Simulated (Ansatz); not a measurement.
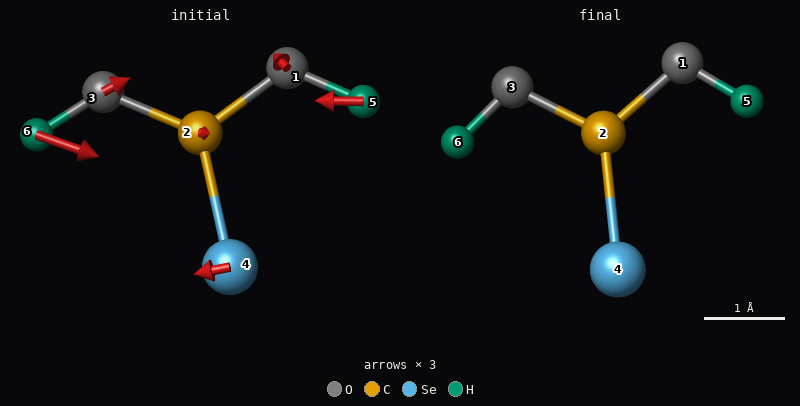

The structure of CH₂O₂Se (coarse preliminary run) before (left) and after (right) a relaxation, at one scale. The red arrows give the displacements, 3 times their true length.

The picture is a ball-and-stick view, seen at a tilt.

The start comes from a force field.

All numbers below come from RKS PBE-D4/def2-SVP in Ansatz. Settings: force threshold 0.03 eV/Å; at most 200 steps.

Describe what moved and what it gained.

Answer. The energy falls by 88.8 kJ/mol in 5 geometry steps. Largest force component: 2.9 eV/Å at the start, 0.027 eV/Å at the end. H6 moves most after the best rigid fit: 0.29 Å. By element the largest moves are H 0.29 Å, Se 0.16 Å, O 0.13 Å, C 0.05 Å. Among the contacts that change: O1–H5 1.065 → 0.981 Å, C2–O3 1.365 → 1.330 Å, O1–C2 1.364 → 1.330 Å, C2–Se4 1.829 → 1.810 Å. Among the angles between lasting bonds that change: C2–O3–H6 122.3° → 105.8°, C2–O1–H5 118.7° → 105.8°, O1–C2–Se4 113.1° → 125.3°. The run took 8.5 s on 2 threads of Arm Neoverse V1 (shared host).
